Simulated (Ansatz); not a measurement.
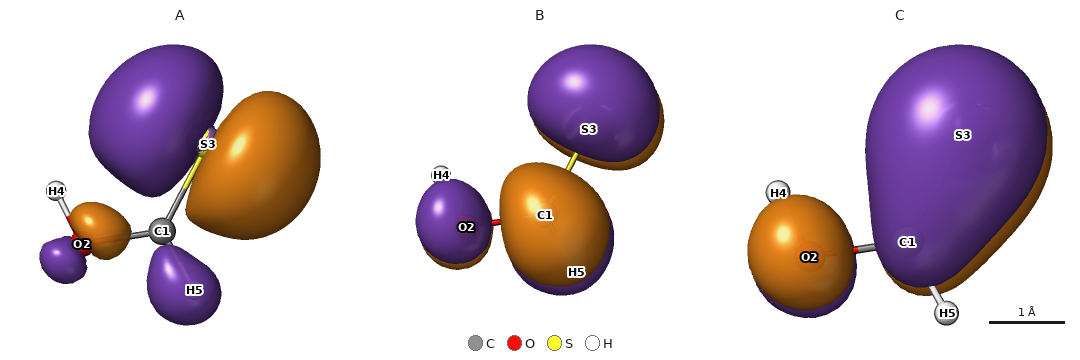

*CH₂OS. Three frontier orbitals at ±0.1 Å⁻³ᐟ² (orange and purple are the two phases), in no order.*

Geometry: B3LYP-D3(BJ)/def2-SVP.

The calculation used isolated molecule in a Gaussian basis; Kohn-Sham density functional theory, functional PBE0 in Ansatz 0.2.0.

```tsv
atom	x (Å)	y (Å)	z (Å)
C	0.1515	-0.2603	0.0968
O	-0.4156	-1.3346	-0.4392
S	0.8886	-0.1827	1.5448
H	-0.3091	-2.0695	0.1950
H	0.0539	0.5957	-0.5884
```

Question: Order the three orbitals by energy and name them.

Answer: C is the HOMO−1 (−8.10 eV). Its weight (Hirshfeld) is mainly on S3 (about 65 %), O2 (about 20 %) and C1 (about 15 %); it changes sign across the molecular plane (π type); π-antibonding (a node) across C1–O2. A is the HOMO (−7.09 eV). Its weight (Hirshfeld) is mainly on S3 (about 85 %) and C1 (about 10 %); it is symmetric in the molecular plane (an in-plane orbital: σ, lone-pair or in-plane π type); largely a lone pair of S3. B is the LUMO (−1.86 eV). It lies mainly on C1 (about 40 %), S3 (about 40 %) and O2 (about 15 %); it changes sign across the molecular plane (π type); π-antibonding (a node) across C1–O2 and C1–S3.

Question: What is the HOMO–LUMO gap?

Answer: 5.23 eV between the orbital energies.
